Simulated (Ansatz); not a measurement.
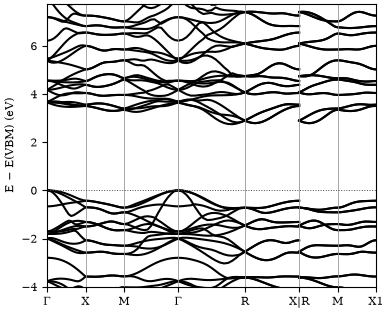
Band structure from PBEsol in the plane-wave PAW code Ansatz

Question: Read off the gap and where the band edges lie.

Answer: About 2.7 eV (2.75 eV by a search for the band edges); maximum at Γ, minimum on the Γ–R line, 79 % of the way from Γ.

Question: Which compound is it?
(A) HfSO, P2_13 (Hf on 4a, S on 4a, O on 4a)
(B) KTaO3, cubic perovskite
(C) BaHfO3, cubic perovskite
(D) SrTiO3, cubic perovskite

Answer: A, HfSO, P2_13 (Hf on 4a, S on 4a, O on 4a)

The first step of the workflow began from a Materials Project structure, measured or hypothetical; the Crystallography Open Database copy checked does not list it. Whether it is the stable phase at ambient conditions was not checked. The cell was relaxed with PBEsol under the symmetry of its start; whether a distortion lowers the energy is not shown. No spin polarisation was allowed. Scalar-relativistic: spin–orbit coupling is off unless named, which matters more the heavier the elements.

Potentials: the earlier of the program's two PAW sets. The files were generated under PBE; for other functionals the program regenerates the frozen cores, and for LDA and PBEsol the local potential too.
